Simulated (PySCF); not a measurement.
## EPR calculation of C₃H₁₀OSi₂ (charge −1)

The run: EPR calculation of C₃H₁₀OSi₂, charge −1, multiplicity 2, SMILES [CH2-][CH][Si@@H](C)O[SiH3]. Method and program: UKS B3LYP, pcH-1 on C H O Si, non-relativistic, mean-field spin-orbit, GIAO (PySCF 2.14.0).

It belongs to a series of runs on one base structure; here: electron added.

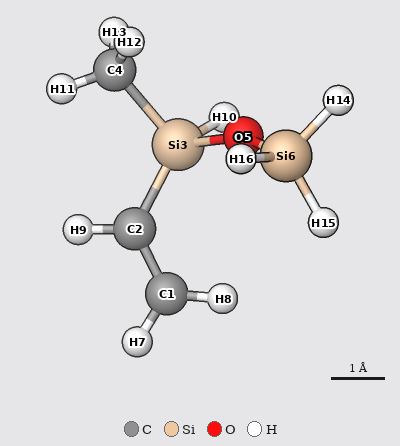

*The input geometry (ball-and-stick view, seen at a tilt; atoms are numbered from 1 in the order of the input).*

Bond lengths as drawn: C–C 1.39 Å, C–H 1.08 to 1.09 Å, C–Si 1.82 to 1.91 Å, H–Si 1.47 to 1.51 Å and O–Si 1.58 to 1.71 Å.

## Input
```
{"job": {"kind": "epr", "basis": "pcH-1"}, "charge": -1, "multiplicity": 2}
C      2.188629     1.172890    -0.704542
C      1.655634     0.353458     0.282160
Si     0.332174    -0.874342     0.057308
C     -0.251481    -1.573829     1.735799
O     -1.054210    -0.191887    -0.672024
Si    -2.006304     0.971923    -1.153294
H      3.047828     1.804723    -0.526599
H      1.696988     1.282887    -1.658314
H      2.240308     0.295983     1.200014
H      0.306197    -2.063689    -0.875203
H      0.350581    -1.197266     2.557584
H     -1.286347    -1.304756     1.934330
H     -0.187785    -2.659989     1.758107
H     -3.268458     0.359358    -1.620294
H     -1.429103     1.732484    -2.271956
H     -2.342250     1.900996    -0.054488
```

The first line tells a small driver script what to run in PySCF; the rest is the geometry in Å.

Hardware: 1 CPU thread, shared host.

Launched with:
```bash
OMP_NUM_THREADS=1 python <driver script> task.json out
```

## Output
```
UKS, coarse grid
  cycle   1  E = -774.38032102  |g| = 7.65e-01
  cycle   2  E = -773.66245047  |g| = 1.40e+00
  cycle   3  E = -774.61468097  |g| = 1.53e-01
  cycle   4  E = -774.62682773  |g| = 6.26e-02
  cycle   5  E = -774.62866746  |g| = 1.88e-02
  cycle   6  E = -774.62885710  |g| = 7.13e-03
  cycle   7  E = -774.62888440  |g| = 2.43e-03
  cycle   8  E = -774.62888893  |g| = 1.93e-03
  cycle   9  E = -774.62889193  |g| = 4.48e-04
UKS, final grid
  cycle   1  E = -774.62892895  |g| = 5.10e-04
  cycle   2  E = -774.62892872  |g| = 8.72e-04
  cycle   3  E = -774.62892913  |g| = 8.38e-05
  cycle   4  E = -774.62892914  |g| = 5.61e-05
  cycle   5  E = -774.62892914  |g| = 3.05e-05
  cycle   6  E = -774.62892914  |g| = 5.10e-06
E = -774.62892914 Eh   <S^2> = 0.7543 (exact 0.7500)
g shifts (ppm)      1          2          3
  rmc          -123       -123       -123
  gc             11         17         38
  oz_so        -105        679       1018
  total        -218        573        934
hyperfine (MHz)  atom isotope    a_iso     a_fc   dipolar eigenvalues
    0   13C      42.06      42.13    -45.40    -44.97     90.37
    1   13C       1.83       1.89    -14.77    -11.09     25.85
    2  29Si     -19.82     -20.12    -35.19     17.13     18.06
    3   13C      -5.46      -5.47     -0.46     -0.07      0.52
    4   17O     -52.93     -52.93     -1.48      0.61      0.88
    5  29Si      -4.28      -4.31     -1.94      0.80      1.13
    6    1H     -37.19     -37.20    -23.19      1.84     21.35
    7    1H     -34.31     -34.32    -21.88      0.95     20.94
    8    1H      -9.60      -9.59     -5.88     -1.03      6.91
    9    1H      44.23      44.22     -3.24     -2.50      5.74
   10    1H       0.91       0.91     -2.14     -1.07      3.21
   11    1H      15.74      15.74     -1.23     -1.01      2.24
   12    1H      11.57      11.56     -1.43     -1.10      2.53
   13    1H       0.35       0.35     -0.74     -0.32      1.06
   14    1H      -0.76      -0.76     -1.06     -0.54      1.59
   15    1H      -0.59      -0.59     -0.86     -0.68      1.53
```

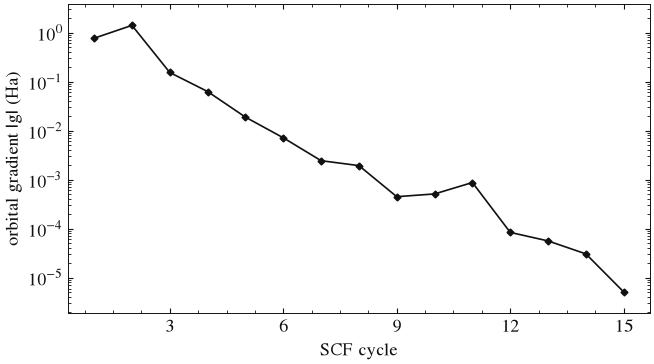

*Convergence of the self-consistent field: orbital gradient |g| against the SCF cycle.*

All cycles printed in the log are drawn one after another.

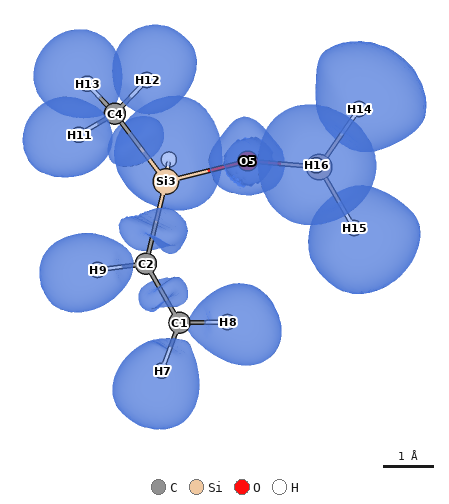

*Isosurface of the electron localisation function at 0.8 (blue), seen face on. Core shells and regions of very low density are left out.*

Profiles from the grid: C–C (1.39 Å): the ELF peaks at about 0.95 between the atoms, as expected for localised, shared-pair bonding.

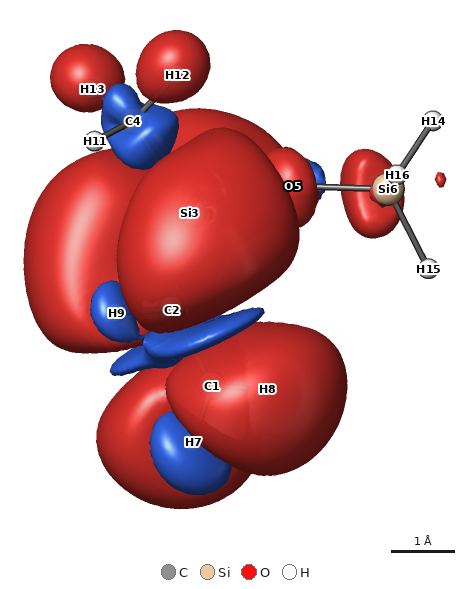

*Isosurfaces of the spin density at +0.002 (red) and −0.002 e/Å³ (blue), seen face on.*

The unpaired spin (1 electron) lies mostly on C1 (about 0.4), Si3 (about 0.2) and C2 (about 0.2), in electrons by Hirshfeld's partition.

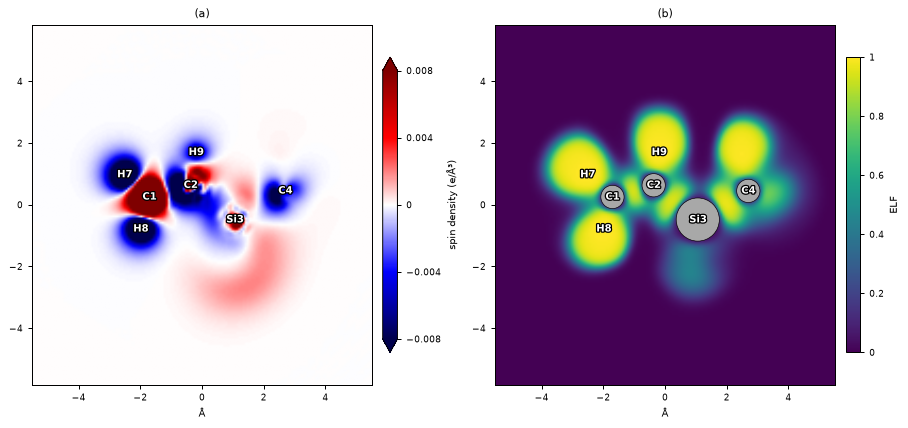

*(a) spin density (α minus β); (b) ELF on the plane of atoms C2, C1 and H7. Grey discs, where drawn, cover atomic cores.*

The plane passes through C, Si and H nuclei. C–Si (1.82 Å): the ELF peaks at about 0.95 between the atoms, which marks a shared electron pair. C–H (1.08 Å): the ELF climbs to about 1 towards the hydrogen, as it does in any bond to H (a covalent bond by its length). C–Si (1.91 Å): the ELF peaks at about 0.95 between the atoms, which marks localised, shared-pair bonding. The unpaired spin (1 electron) lies mostly on C1 (about 0.4), Si3 (about 0.2) and C2 (about 0.2), in electrons by Hirshfeld's partition.

## Summary

- outcome: converged
- total energy: −774.628929 hartree
- ⟨S²⟩: 0.754
- isotropic g: 2.0027
- wall time: 2.3 min
- peak memory: 0.97 GiB
